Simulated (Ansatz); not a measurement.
# What (SiC)2(MgO)2 [0001] superlattice, started as wurtzite distorts into, part 2 of 3

Which phase does (SiC)2(MgO)2 [0001] superlattice, started as wurtzite fall into along its unstable mode, and how much energy does it gain?

Ansatz 0.2.0; DFT PBE, scalar-relativistic, plane waves, PAW.

So far. Step 4 (The mode frozen in, largest atomic shift 0.08 Å): The run ends at a pressure of 0.33 GPa, with forces up to 0.14 eV/Å. Step 5 (Energy along the mode, all amplitudes (two of the runs …): The lowest of the steps tried is at 0.08 Å, 0.285 meV/atom below the parent; the bottom of the well need not coincide with a step.

The structure was built from a prototype and need not be the compound's stable phase.

### Step 6. Relaxing from the distorted cell

Starting from the lowest point found, all atoms and the cell are let go, so that strain and other modes of the same symmetry can join in.

The input, input.yaml:

```yaml
crystal:
  lattice:
    - [3.243695355, 0.0, 0.0]
    - [-1.6218476775, 2.8091225796, 0.0]
    - [0.0, 0.0, 10.7126345066]
  atoms:
    - { symbol: C, position: [0.3306441485, 0.666713987, 0.1797329674] }
    - { symbol: C, position: [0.6693091661, 0.3332868345, 0.4135703993] }
    - { symbol: Mg, position: [0.3358975963, 0.6666215446, 0.5050103588] }
    - { symbol: Mg, position: [0.6710422061, 0.3332563391, 0.7501083336] }
    - { symbol: O, position: [0.3377269702, 0.6665893539, 0.6960118332] }
    - { symbol: O, position: [0.6911120053, 0.3329031804, 0.9523989526] }
    - { symbol: Si, position: [0.3124756869, 0.6670336887, 0.008125332] }
    - { symbol: Si, position: [0.665110002, 0.3333607252, 0.245041823] }
kpoints:
  mp_grid: { grid: [12, 12, 4] }
hamiltonian:
  xc: pbe
scf:
  occupations: { method: methfessel_paxton, width: 0.2 }
output:
  forces: true
  stress: true
  eigenvalues: true
relax:
  adjacent_minimum: "off"
  f_tol: 0.002
  max_steps: 120
  cell: { stress_tol: 0.03 }
```

Started as:

```console
> ansatz run input.yaml --threads 8 --pin off --max-ram 14336MiB --backend cpu --events-out ev --progress --plain --runs-dir out
```

Numbers of over 12 decimals in the logs are rounded to 6 here.

Output:

```text
[...]
Crystal: 8 atoms, lattice volume = 97.613 Å³
Basis set: ecut = 420 eV, 1931 PW (Γ), exchange–correlation on 48×48×144 points (8 copies of the dense FFT grid, shifted against one another)
Bands: 32, of which v1, the nominal top of the filled ones, is band 24 counted from 1 (23 counted from 0)
Symmetry: 1 space group operations
[...]
k-points: 292 of 576 (time reversal used)
[...]
SCF iter   1: F=—  HF=-6756.133040 eV  |F-HF|=—  |Δ(HF+E_count)|=         —  Δρ=5.51e-3  dr2=7.29e-2  ethr=1.77e-3  ⟨swp⟩=6.3  Hψ=43458  notcnv=0
[...]
SCF iter  10: F=-6756.118342 eV  HF=-6756.118342 eV  |F-HF|=1.42e-8  |Δ(HF+E_count)|=   7.75e-8  S|Δr|=    0.00e0  Δρ=4.41e-6  dr2=3.67e-8  ethr=2.08e-10  ⟨swp⟩=8.5  Hψ=46589  notcnv=0
SCF 1 converged in 10 iterations: F = -6756.118342 eV  dr2 = 3.67e-8
[...]
relax step   1: F+E_penalty+E_count = -6756.11834232 eV  Δ(F+E_penalty+E_count) = +0.000e0 eV  max|allowed force component| = 1.378e-1 eV/Å  Δτ_max = 0.0000 Å  P = +0.334 GPa  Ω = 97.613 Å³  (10 SCF iters, dr2 threshold 1.00e-7 eV, accepted)
Crystal: 8 atoms, lattice volume = 97.741 Å³
Basis set: ecut = 420 eV, 1939 PW (Γ), exchange–correlation on 48×48×144 points (8 copies of the dense FFT grid, shifted against one another)
[...]
iter 1 solved again at ethr=7.06e-6 eV; its pass at ethr=3.10e-3 eV (dr2=3.39e-3 eV) is discarded
[...]
SCF iter   6: F=-6756.122265 eV  HF=-6756.122265 eV  |F-HF|=2.85e-7  |Δ(HF+E_count)|=   1.27e-7  S|Δr|=    0.00e0  Δρ=5.77e-6  dr2=3.22e-7  ethr=1.67e-9  ⟨swp⟩=4.2  Hψ=30610  notcnv=0
SCF 2 converged in 6 iterations: F = -6756.122265 eV  dr2 = 3.22e-7
relax step   2: F+E_penalty+E_count = -6756.12226498 eV  Δ(F+E_penalty+E_count) = -3.923e-3 eV  max|allowed force component| = 8.237e-2 eV/Å  Δτ_max = 0.0122 Å  P = +0.165 GPa  Ω = 97.741 Å³  energy of the carried Pulay correction = -2.748e-4 eV  (6 SCF iters, dr2 threshold 8.00e-7 eV, accepted)
Crystal: 8 atoms, lattice volume = 98.000 Å³
Basis set: ecut = 420 eV, 1941 PW (Γ), exchange–correlation on 48×48×144 points (8 copies of the dense FFT grid, shifted against one another)
[...]
SCF iter   8: F=-6756.127948 eV  HF=-6756.127949 eV  |F-HF|=5.12e-7  |Δ(HF+E_count)|=   3.72e-7  S|Δr|=    0.00e0  Δρ=7.61e-6  dr2=5.67e-7  ethr=1.67e-9  ⟨swp⟩=5.9  Hψ=36491  notcnv=0
SCF 3 converged in 8 iterations: F = -6756.127948 eV  dr2 = 5.67e-7
relax step   3: F+E_penalty+E_count = -6756.12794811 eV  Δ(F+E_penalty+E_count) = -5.683e-3 eV  max|allowed force component| = 1.263e-1 eV/Å  Δτ_max = 0.0406 Å  P = -0.288 GPa  Ω = 98.000 Å³  energy of the carried Pulay correction = -8.255e-4 eV  (8 SCF iters, dr2 threshold 8.00e-7 eV, accepted)
[... from here on, the SCF cycles and remarks between the steps are left out ...]
relax step   4: F+E_penalty+E_count = -6756.12985697 eV  Δ(F+E_penalty+E_count) = -1.909e-3 eV  max|allowed force component| = 1.076e-1 eV/Å  Δτ_max = 0.0293 Å  P = +0.089 GPa  Ω = 97.753 Å³  energy of the carried Pulay correction = -3.001e-4 eV  (9 SCF iters, dr2 threshold 8.00e-7 eV, accepted)
relax step   5: F+E_penalty+E_count = -6756.13253737 eV  Δ(F+E_penalty+E_count) = -2.680e-3 eV  max|allowed force component| = 7.026e-2 eV/Å  Δτ_max = 0.0149 Å  P = -0.155 GPa  Ω = 97.858 Å³  energy of the carried Pulay correction = -5.240e-4 eV  (7 SCF iters, dr2 threshold 8.00e-7 eV, accepted)
relax step   6: F+E_penalty+E_count = -6756.13326594 eV  Δ(F+E_penalty+E_count) = -7.286e-4 eV  max|allowed force component| = 6.450e-2 eV/Å  Δτ_max = 0.0072 Å  P = +0.090 GPa  Ω = 97.748 Å³  energy of the carried Pulay correction = -2.889e-4 eV  (6 SCF iters, dr2 threshold 3.08e-7 eV, accepted)
relax step   7: F+E_penalty+E_count = -6756.13369468 eV  Δ(F+E_penalty+E_count) = -4.287e-4 eV  max|allowed force component| = 8.261e-2 eV/Å  Δτ_max = 0.0281 Å  P = -0.156 GPa  Ω = 97.985 Å³  energy of the carried Pulay correction = -7.943e-4 eV  (8 SCF iters, dr2 threshold 2.60e-7 eV, accepted)
relax step   8: F+E_penalty+E_count = -6756.13450420 eV  Δ(F+E_penalty+E_count) = -8.095e-4 eV  max|allowed force component| = 2.413e-2 eV/Å  Δτ_max = 0.0127 Å  P = +0.010 GPa  Ω = 97.935 Å³  energy of the carried Pulay correction = -6.870e-4 eV  (6 SCF iters, dr2 threshold 4.27e-7 eV, accepted)
relax step   9: F+E_penalty+E_count = -6756.13481031 eV  Δ(F+E_penalty+E_count) = -3.061e-4 eV  max|allowed force component| = 2.546e-2 eV/Å  Δτ_max = 0.0081 Å  P = -0.005 GPa  Ω = 97.955 Å³  energy of the carried Pulay correction = -7.300e-4 eV  (8 SCF iters, dr2 threshold 3.64e-8 eV, accepted)
relax step  10: F+E_penalty+E_count = -6756.13724754 eV  Δ(F+E_penalty+E_count) = -2.437e-3 eV  max|allowed force component| = 1.149e-1 eV/Å  Δτ_max = 0.0705 Å  P = +0.187 GPa  Ω = 97.975 Å³  energy of the carried Pulay correction = -7.736e-4 eV  (10 SCF iters, dr2 threshold 4.05e-8 eV, accepted)
relax step  11: F+E_penalty+E_count = -6756.13335321 eV  Δ(F+E_penalty+E_count) = +3.894e-3 eV  max|allowed force component| = 1.932e-1 eV/Å  Δτ_max = 0.1026 Å  P = +0.555 GPa  Ω = 98.176 Å³  energy of the carried Pulay correction = -1.202e-3 eV  (9 SCF iters, dr2 threshold 8.00e-7 eV, rejected (line search))
relax step  12: F+E_penalty+E_count = -6756.14093463 eV  Δ(F+E_penalty+E_count) = -3.687e-3 eV  max|allowed force component| = 9.112e-2 eV/Å  Δτ_max = 0.0513 Å  P = +0.112 GPa  Ω = 98.289 Å³  energy of the carried Pulay correction = -1.440e-3 eV  (14 SCF iters, accepted)
relax step  13: F+E_penalty+E_count = -6756.14552931 eV  Δ(F+E_penalty+E_count) = -4.595e-3 eV  max|allowed force component| = 3.220e-2 eV/Å  Δτ_max = 0.0974 Å  P = +0.049 GPa  Ω = 98.854 Å³  energy of the carried Pulay correction = -2.637e-3 eV  (9 SCF iters, dr2 threshold 5.19e-7 eV, accepted)
relax step  14: F+E_penalty+E_count = -6756.14859411 eV  Δ(F+E_penalty+E_count) = -3.065e-3 eV  max|allowed force component| = 1.050e-1 eV/Å  Δτ_max = 0.0900 Å  P = +0.322 GPa  Ω = 98.904 Å³  energy of the carried Pulay correction = -2.744e-3 eV  (9 SCF iters, dr2 threshold 1.91e-7 eV, accepted)
relax step  15: F+E_penalty+E_count = -6756.10908722 eV  Δ(F+E_penalty+E_count) = +3.951e-2 eV  max|allowed force component| = 8.457e-1 eV/Å  Δτ_max = 0.1950 Å  P = -1.248 GPa  Ω = 100.064 Å³  energy of the carried Pulay correction = -5.177e-3 eV  (9 SCF iters, dr2 threshold 7.14e-7 eV, rejected (line search))
[...]
relax step  23: F+E_penalty+E_count = -6756.15885565 eV  Δ(F+E_penalty+E_count) = +2.434e-2 eV  max|allowed force component| = 1.085e0 eV/Å  Δτ_max = 0.1608 Å  P = +0.462 GPa  Ω = 97.712 Å³  energy of the carried Pulay correction = -2.118e-4 eV  (9 SCF iters, dr2 threshold 8.00e-7 eV, rejected (line search))
relax step  24: F+E_penalty+E_count = -6756.19573241 eV  Δ(F+E_penalty+E_count) = -1.254e-2 eV  max|allowed force component| = 3.096e-1 eV/Å  Δτ_max = 0.0771 Å  P = +0.424 GPa  Ω = 98.565 Å³  energy of the carried Pulay correction = -2.026e-3 eV  (14 SCF iters, accepted)
relax step  25: F+E_penalty+E_count = -6756.21002840 eV  Δ(F+E_penalty+E_count) = -1.430e-2 eV  max|allowed force component| = 1.602e-1 eV/Å  Δτ_max = 0.0844 Å  P = +0.359 GPa  Ω = 97.963 Å³  energy of the carried Pulay correction = -7.473e-4 eV  (9 SCF iters, dr2 threshold 8.00e-7 eV, accepted)
relax step  26: F+E_penalty+E_count = -6756.22751811 eV  Δ(F+E_penalty+E_count) = -1.749e-2 eV  max|allowed force component| = 1.038e-1 eV/Å  Δτ_max = 0.1218 Å  P = +0.124 GPa  Ω = 97.180 Å³  energy of the carried Pulay correction = +9.281e-4 eV  (10 SCF iters, dr2 threshold 8.00e-7 eV, accepted)
relax step  27: F+E_penalty+E_count = -6756.10690227 eV  Δ(F+E_penalty+E_count) = +1.206e-1 eV  max|allowed force component| = 1.132e0 eV/Å  Δτ_max = 0.1837 Å  P = +2.245 GPa  Ω = 96.072 Å³  energy of the carried Pulay correction = +3.322e-3 eV  (10 SCF iters, dr2 threshold 8.00e-7 eV, rejected (line search))
relax step  28: F+E_penalty+E_count = -6756.23561194 eV  Δ(F+E_penalty+E_count) = -8.094e-3 eV  max|allowed force component| = 9.934e-2 eV/Å  Δτ_max = 0.0689 Å  P = +0.058 GPa  Ω = 96.914 Å³  energy of the carried Pulay correction = +1.500e-3 eV  (14 SCF iters, accepted)
relax step  29: F+E_penalty+E_count = -6756.23884042 eV  Δ(F+E_penalty+E_count) = -3.228e-3 eV  max|allowed force component| = 4.507e-2 eV/Å  Δτ_max = 0.0289 Å  P = +0.146 GPa  Ω = 96.941 Å³  energy of the carried Pulay correction = +1.441e-3 eV  (8 SCF iters, dr2 threshold 6.17e-7 eV, accepted)
relax step  30: F+E_penalty+E_count = -6756.23881153 eV  Δ(F+E_penalty+E_count) = +2.889e-5 eV  max|allowed force component| = 4.762e-2 eV/Å  Δτ_max = 0.0090 Å  P = +0.019 GPa  Ω = 97.030 Å³  energy of the carried Pulay correction = +1.249e-3 eV  (8 SCF iters, dr2 threshold 2.83e-7 eV, accepted)
relax step  31: F+E_penalty+E_count = -6756.23917405 eV  Δ(F+E_penalty+E_count) = -3.625e-4 eV  max|allowed force component| = 5.128e-3 eV/Å  Δτ_max = 0.0046 Å  P = -0.017 GPa  Ω = 97.036 Å³  energy of the carried Pulay correction = +1.237e-3 eV  (8 SCF iters, dr2 threshold 2.02e-7 eV, accepted)
relax step  32: F+E_penalty+E_count = -6756.23919426 eV  Δ(F+E_penalty+E_count) = -2.021e-5 eV  max|allowed force component| = 2.609e-3 eV/Å  Δτ_max = 0.0006 Å  P = -0.004 GPa  Ω = 97.028 Å³  energy of the carried Pulay correction = +1.254e-3 eV  (8 SCF iters, dr2 threshold 1.64e-9 eV, accepted)
relax step  33: F+E_penalty+E_count = -6756.23920303 eV  Δ(F+E_penalty+E_count) = -8.775e-6 eV  max|allowed force component| = 5.265e-4 eV/Å  Δτ_max = 0.0001 Å  P = +0.001 GPa  Ω = 97.024 Å³  energy of the carried Pulay correction = +1.262e-3 eV  (7 SCF iters, dr2 threshold 4.25e-10 eV, accepted)
relax step  34: F+E_penalty+E_count = -6756.25882881 eV  Δ(F+E_penalty+E_count) = -1.963e-2 eV  max|allowed force component| = 2.009e-3 eV/Å  Δτ_max = 0.0000 Å  P = +0.249 GPa  Ω = 97.024 Å³  stress off target by 7.84e-1 GPa  SCF on the basis re-selected at this cell (its energy is not comparable with the rows above)  (9 SCF iters)
relax step  35: F+E_penalty+E_count = -6756.26018441 eV  Δ(F+E_penalty+E_count) = -1.356e-3 eV  max|allowed force component| = 6.580e-3 eV/Å  Δτ_max = 0.0136 Å  P = +0.038 GPa  Ω = 97.190 Å³  energy of the carried Pulay correction = -3.587e-4 eV  (5 SCF iters, dr2 threshold 8.00e-7 eV, accepted)
relax step  36: F+E_penalty+E_count = -6756.26013190 eV  Δ(F+E_penalty+E_count) = +5.251e-5 eV  max|allowed force component| = 1.073e-3 eV/Å  Δτ_max = 0.0015 Å  P = +0.000 GPa  Ω = 97.219 Å³  energy of the carried Pulay correction = -4.230e-4 eV  (6 SCF iters, dr2 threshold 5.67e-9 eV, accepted)
relax step  37: F+E_penalty+E_count = -6756.26063645 eV  Δ(F+E_penalty+E_count) = -5.045e-4 eV  max|allowed force component| = 1.057e-3 eV/Å  Δτ_max = 0.0000 Å  P = +0.009 GPa  Ω = 97.219 Å³  stress off target by 4.08e-2 GPa  SCF on the basis re-selected at this cell (its energy is not comparable with the rows above)  (7 SCF iters)
relax step  38: F+E_penalty+E_count = -6756.26062887 eV  Δ(F+E_penalty+E_count) = +7.586e-6 eV  max|allowed force component| = 2.191e-4 eV/Å  Δτ_max = 0.0009 Å  P = +0.000 GPa  Ω = 97.226 Å³  energy of the carried Pulay correction = -1.440e-5 eV  (5 SCF iters, dr2 threshold 4.17e-9 eV, accepted)
[...]
SCF iter   8: F=-6756.260648 eV  HF=-6756.260648 eV  |F-HF|=1.82e-12  |Δ(HF+E_count)|=  4.18e-11  S|Δr|=    0.00e0  Δρ=1.49e-7  dr2=1.52e-11  ethr=1.00e-12  ⟨swp⟩=4.2  Hψ=40581  notcnv=0
SCF 39 converged in 8 iterations: F = -6756.260648 eV  dr2 = 1.52e-11
relax step  39: F+E_penalty+E_count = -6756.26064801 eV  Δ(F+E_penalty+E_count) = -1.914e-5 eV  max|allowed force component| = 2.218e-4 eV/Å  Δτ_max = 0.0000 Å  P = +0.001 GPa  Ω = 97.226 Å³  stress off target by 4.47e-3 GPa  SCF on the basis re-selected at this cell (its energy is not comparable with the rows above)  (8 SCF iters)
[...]
SCF converged after 8 iterations
[...]
Free energy (F): -6756.260648 eV
[...]
Internal energy: -6756.265008 eV  (E = F + TS)
E sigma→0 (E₀):  -6756.261738 eV
Entropy (-TS):   0.004360 eV (0.545 meV/atom)
Fermi energy:    8.350282 eV
[...]
--- Forces (eV/Å), atoms counted from 1 ---
  atom   1  C      0.00000489    -0.00000701    -0.00021681
  atom   2  C      0.00003351    -0.00000806     0.00009707
  atom   3  Mg     0.00003129    -0.00002656    -0.00001504
  atom   4  Mg     0.00002042    -0.00002815    -0.00010834
  atom   5  O      0.00003316    -0.00002370     0.00000015
  atom   6  O     -0.00004310     0.00004044     0.00004715
  atom   7  Si    -0.00006377     0.00003877     0.00014599
  atom   8  Si    -0.00001346     0.00001256     0.00008977
  max |Σ_I F_I| component: 3.99e-5 eV/Å
--- Stress (GPa, compression-positive) ---
        0.001534      -0.002470      -0.001884
       -0.002471      -0.001044       0.001101
       -0.001884       0.001101       0.001153
  P = ⅓ Tr σ = 0.0005 GPa (0.005 kbar)
--- Band table (eV; the first three rows and the last of 292) ---
  k-point 0: bands = [... 20 lower, 6.3636, 6.3647, 6.5491, 9.1951, 9.1960, 10.3307, 11.4187, 12.9430, ... 4 higher]
  k-point 1: bands = [... 20 lower, 6.3636, 6.3647, 6.7884, 9.1948, 9.1957, 10.1831, 11.4371, 13.0047, ... 4 higher]
  k-point 2: bands = [... 20 lower, 6.3636, 6.3647, 6.9817, 9.1946, 9.1955, 10.0416, 11.4501, 13.0058, ... 4 higher]
  k-point 291: bands = [... 20 lower, 4.9393, 5.4287, 5.7424, 7.8883, 8.4405, 10.4329, 11.4117, 11.8639, ... 4 higher]
--- Relaxed structure (36 steps of the walk, 30 accepted, 3 SCFs on fresh bases) ---
  F+E_penalty+E_count = -6756.26064801 eV   max|allowed force component| = 2.218e-4 eV/Å   (the final SCF, on the basis selected at the relaxed cell)
  cell:  # Å, volume = 97.2256 Å³
    - [3.237331, 0.00558923, -0.245561]
    - [-1.613825, 2.806389, 0.245558]
    - [-0.810991, 0.468213, 10.773017]
  atoms:
    - { symbol: C, position: [0.238065, 0.763567, 0.177941] }
    - { symbol: C, position: [0.649411, 0.352227, 0.411954] }
    - { symbol: Mg, position: [0.347503, 0.654132, 0.506361] }
    - { symbol: Mg, position: [0.763137, 0.238507, 0.753189] }
    - { symbol: O, position: [0.410880, 0.590761, 0.696472] }
    - { symbol: O, position: [0.831046, 0.170583, 0.956845] }
    - { symbol: Si, position: [0.180593, 0.821038, 0.00544672] }
    - { symbol: Si, position: [0.592683, 0.408950, 0.241791] }
```

The job ended after 6.7 min (8 threads of Arm Neoverse V2, shared host; peak memory 1.1 GiB).

Relaxation path (22 of 39):

| step | energy less that of the first step (eV) | largest force component (eV/Å) | pressure (GPa) | volume (Å³) |
| --- | --- | --- | --- | --- |
| 1 | 0.0000 | 0.1378 | 0.33 | 97.61 |
| 3 | -0.0096 | 0.1263 | -0.29 | 98.00 |
| 5 | -0.0142 | 0.0703 | -0.15 | 97.86 |
| 6 | -0.0149 | 0.0645 | 0.09 | 97.75 |
| 8 | -0.0162 | 0.0241 | 0.01 | 97.93 |
| 10 | -0.0189 | 0.1149 | 0.19 | 97.98 |
| 12 | -0.0226 | 0.0911 | 0.11 | 98.29 |
| 14 | -0.0303 | 0.1050 | 0.32 | 98.90 |
| 15 | 0.0093 | 0.8457 | -1.25 | 100.06 |
| 17 | -0.0324 | 0.0413 | 0.02 | 99.41 |
| 19 | -0.0274 | 0.4504 | -0.71 | 100.39 |
| 21 | -0.0550 | 0.1375 | -0.07 | 99.64 |
| 23 | -0.0405 | 1.0851 | 0.46 | 97.71 |
| 25 | -0.0917 | 0.1602 | 0.36 | 97.96 |
| 26 | -0.1092 | 0.1038 | 0.12 | 97.18 |
| 28 | -0.1173 | 0.0993 | 0.06 | 96.91 |
| 30 | -0.1205 | 0.0476 | 0.02 | 97.03 |
| 32 | -0.1209 | 0.0026 | 0.00 | 97.03 |
| 34* | -0.1405 | 0.0020 | 0.25 | 97.02 |
| 35 | -0.1418 | 0.0066 | 0.04 | 97.19 |
| 37* | -0.1423 | 0.0011 | 0.01 | 97.22 |
| 39* | -0.1423 | 0.0002 | 0.00 | 97.23 |

Relaxation steps marked * repeat the geometry before them on a plane-wave basis chosen anew for their cell, so energy and pressure can jump there. Other such steps can lie between the rows shown. Relaxation steps 11, 15, 16, 19, 23, 27 were tried and not accepted.

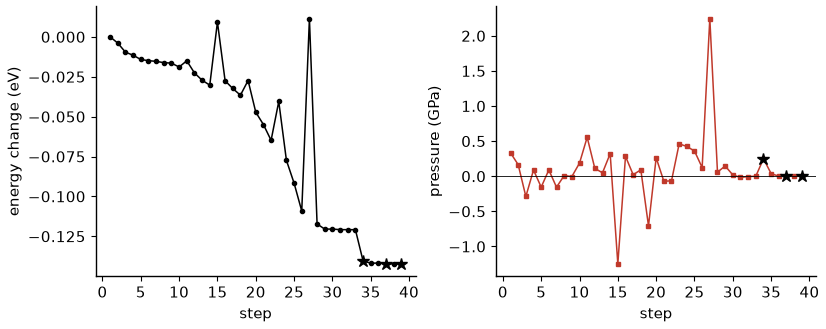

Energy and pressure along the relaxation. Stars mark steps on a basis chosen anew.

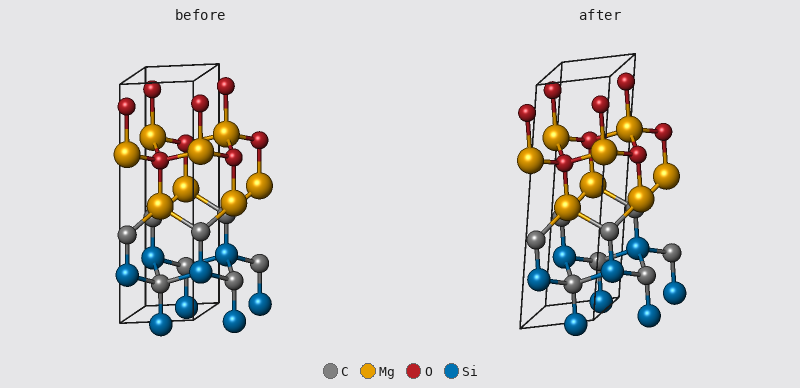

Before and after, at one scale.

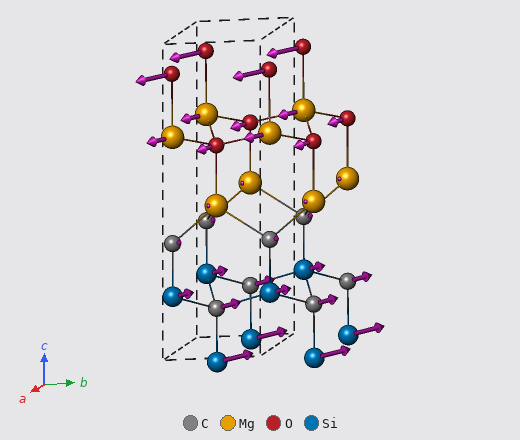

Displacements in the relaxation, exaggerated, measured against the changing cell; the longest in the cell stands for 0.84 Å. 2×2×1 cells are drawn.

| cell as run | before | after | change |
| --- | --- | --- | --- |
| a (Å) | 3.244 | 3.247 | +0.1 % |
| b (Å) | 3.244 | 3.247 | +0.1 % |
| c (Å) | 10.713 | 10.814 | +0.9 % |
| α (°) | 90.00 | 81.37 | -9.6 % |
| β (°) | 90.00 | 98.63 | +9.6 % |
| volume (Å³/atom) | 12.20 | 12.15 | -0.4 % |

The atoms that moved most (Å, as changes of fractional coordinates times the final cell):

| atom | dx | dy | dz | length |
| --- | --- | --- | --- | --- |
| O6 | 0.711 | -0.453 | -0.026 | 0.844 |
| Si7 | -0.673 | 0.430 | 0.041 | 0.800 |
| C1 | -0.455 | 0.270 | 0.027 | 0.530 |
| Mg4 | 0.449 | -0.264 | -0.013 | 0.521 |
| O5 | 0.359 | -0.212 | -0.032 | 0.418 |
| Si8 | -0.354 | 0.210 | 0.001 | 0.412 |
| C2 | -0.094 | 0.052 | -0.008 | 0.108 |
| Mg3 | 0.057 | -0.034 | 0.009 | 0.067 |

The relaxed structure:

```cif
data_structure
_symmetry_space_group_name_H-M 'P 1'
_symmetry_Int_Tables_number 1
_cell_length_a 3.2466
_cell_length_b 3.2466
_cell_length_c 10.8136
_cell_angle_alpha 81.370
_cell_angle_beta 98.630
_cell_angle_gamma 119.992
_cell_volume 97.23
loop_
_atom_site_label
_atom_site_type_symbol
_atom_site_fract_x
_atom_site_fract_y
_atom_site_fract_z
_atom_site_occupancy
C1 C 0.23806 0.76357 0.17794 1
C2 C 0.64941 0.35223 0.41195 1
Mg3 Mg 0.34750 0.65413 0.50636 1
Mg4 Mg 0.76314 0.23851 0.75319 1
O5 O 0.41088 0.59076 0.69647 1
O6 O 0.83105 0.17058 0.95685 1
Si7 Si 0.18059 0.82104 0.00545 1
Si8 Si 0.59268 0.40895 0.24179 1
```

Numbers from this step:

| Quantity | Value |
| --- | --- |
| pressure | 5.48e-4 GPa |
| volume per atom | 12.15 Å³ |

The distorted start has space group P1; the relaxation ends in R3m.

### Step 7. The new phase in its own primitive cell

The relaxed structure is symmetrised, reduced to its primitive cell and relaxed tightly, as its phonons need.

The input, input.yaml:

```yaml
crystal:
  lattice:
    - [1.6233141837, 0.9372208809, 10.6500608692]
    - [-1.6233141837, 0.9372208809, 10.6500608692]
    - [0.0, -1.8744417618, 10.6500608692]
  atoms:
    - { symbol: C, position: [0.7034434112, 0.7034434112, 0.7034434112] }
    - { symbol: C, position: [0.1147810464, 0.1147810464, 0.1147810464] }
    - { symbol: Mg, position: [0.8129167992, 0.8129167992, 0.8129167992] }
    - { symbol: Mg, position: [0.2285260442, 0.2285260442, 0.2285260442] }
    - { symbol: O, position: [0.8762872, 0.8762872, 0.8762872] }
    - { symbol: O, position: [0.2964115837, 0.2964115837, 0.2964115837] }
    - { symbol: Si, position: [0.6459453651, 0.6459453651, 0.6459453651] }
    - { symbol: Si, position: [0.0580602109, 0.0580602109, 0.0580602109] }
kpoints:
  mp_grid: { grid: [12, 12, 12] }
hamiltonian:
  xc: pbe
scf:
  occupations: { method: methfessel_paxton, width: 0.2 }
output:
  forces: true
  stress: true
  eigenvalues: true
relax:
  adjacent_minimum: "off"
  f_tol: 0.001
  max_steps: 60
  cell: { stress_tol: 0.01 }
```

Output:

```text
[...]
atoms:
    - { symbol: C, position: [0.703444, 0.703444, 0.703444] }
    - { symbol: C, position: [0.114781, 0.114781, 0.114781] }
    - { symbol: Mg, position: [0.812917, 0.812917, 0.812917] }
    - { symbol: Mg, position: [0.228526, 0.228526, 0.228526] }
    - { symbol: O, position: [0.876287, 0.876287, 0.876287] }
    - { symbol: O, position: [0.296412, 0.296412, 0.296412] }
    - { symbol: Si, position: [0.645945, 0.645945, 0.645945] }
    - { symbol: Si, position: [0.058060, 0.058060, 0.058060] }
[key lines of the parts left out:]
SCF converged after 9 iterations
Free energy (F): -6756.260653 eV
Fermi energy:    8.350763 eV
P = ⅓ Tr σ = 0.0050 GPa (0.050 kbar)
```

The job ended after 19 s (8 threads; peak memory 0.81 GiB; 2.4 min of CPU time).

Little changed from the start: no atom moved by 0.005 Å and no cell edge by 0.1 %.

This step gave:

```
pressure : 0.004986 GPa
```

The largest force component left is 0.50 meV/Å and the pressure is 0.005 GPa, within the tolerances set. The cell now holds 12.15 Å³/atom.

[end of part 2 of 3]

[Logs are printed without paths, hosts, clocks, repeated set-up lines and the standing remarks that a program may print on its own settings, such as how far it seeks lower states.]

[Hosts, paths, dates, database ids (printed as entryN), source tags and the programs' standing remarks are cut or masked in the printed files.]
